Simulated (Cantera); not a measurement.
A closed system holds: 1 mol BCl3, a varied amount of NH3, equilibrated at 1277 °C and 0.000290 bar.

Equilibrium computed with Cantera from the NASA thermochemical tables; the gas is ideal and each condensed phase is pure. Candidate condensed phases: B, BN, NH4Cl; 21 gas species. The tables' values for BCl, BCl2 are old estimates; treat these amounts as uncertain. Gases not in the tables: BHCl2. Equilibrium is a limit: real reactors are often held back by kinetics, nucleation or transport.

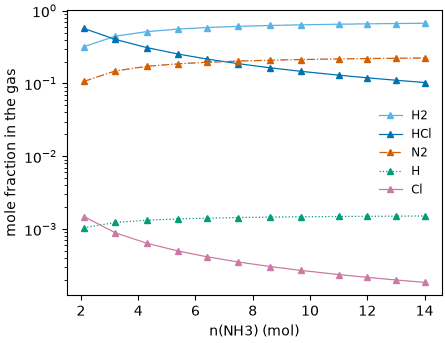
Equilibrium gas composition (values under 1e-9 drawn at 1e-9)

Question: Read off the mole fractions at 7.5 mol NH3.

Answer: H2 about 0.61, N2 about 0.20, HCl about 0.19, H about 0.0014, Cl about 0.00035.
